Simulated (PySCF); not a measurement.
# CHClFI (Chlorofluoroiodomethane): the cost of one run

Programs: PySCF 2.14.0, with routines of our own; each step states its level. All values are computed. Atoms count from 0.

### 1 The system as given

5 atoms, charge 0, multiplicity 1; geometry from: GFN2-xTB.

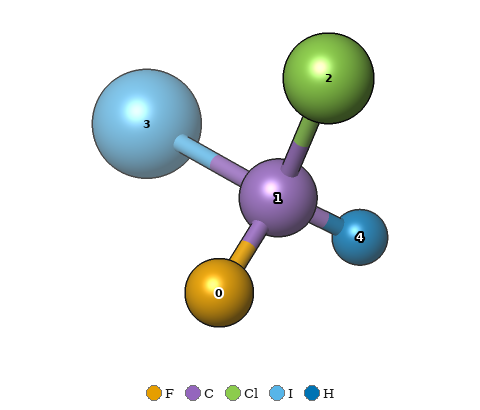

The starting geometry (fluorine amber, carbon purple, chlorine green, iodine blue, hydrogen blue).

### 2 Geometry optimisation at PBE0-D3(BJ)/def2-SVP

Job settings and geometry (Å):

```
{"job": {"xc": "PBE0", "basis": "def2-SVP", "d3": "d3bj", "grid": 1, "maxiter": 30, "shake": 0.01, "kind": "geom"}, "charge": 0, "multiplicity": 1}
F     -0.326980    -1.135760    -0.793070
C     -0.120590    -0.117180     0.060320
Cl    -1.218070     1.235430    -0.303790
I      2.002420     0.461510    -0.068090
H     -0.303210    -0.477970     1.066740
```

Run with:

```bash
> OMP_NUM_THREADS=1 python heavy_run.py task.json out
```

The driver reads the jobs from task.json and runs them one after another.

**Question.** How long does this first job take on 1 thread of AMD EPYC 7R43, shared host, and how much memory does it need?

About 25 s, with a peak of 0.34 GiB.
